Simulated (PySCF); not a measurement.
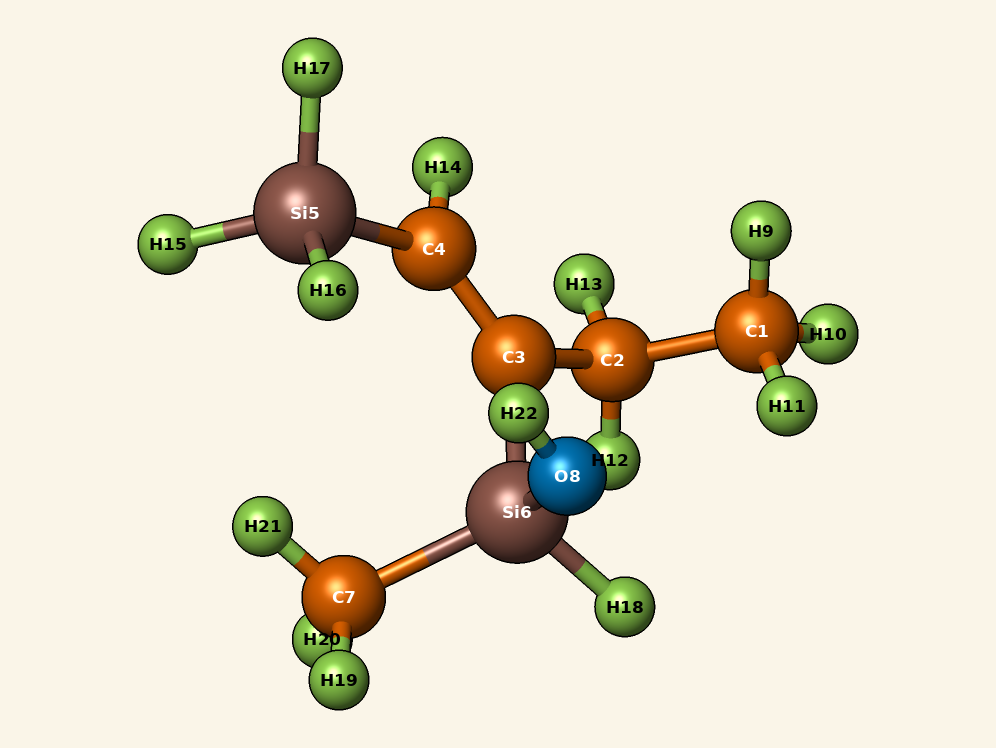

Every bond is drawn as one stick. Computed geometry: GFN2-xTB optimisation. No frequency run is at hand to confirm it as a minimum. Computed with PBE0/pcSseg-1 (PySCF 2.14.0).

### Which bond between heavy atoms has the lowest Mayer bond order?

C3–Si6, 0.77, at 1.901 Å.

List the Mayer bond orders of C1–C2, C2–C3, C3–C4, C3–Si6, C4–Si5, Si6–C7, Si6–O8 (bonds between heavy atoms, one of each equivalent set).

```tsv
bond	Mayer order	length (Å)
C1–C2	1.03	1.528
C2–C3	1.04	1.506
C3–C4	1.91	1.336
C3–Si6	0.77	1.901
C4–Si5	0.93	1.875
Si6–C7	0.94	1.901
Si6–O8	1.06	1.631
```

The geometry is semi-empirical. Around Si such bond lengths and angles can be off by a tenth of an ångström or more and by several degrees, and values that hang on the shape move with them.
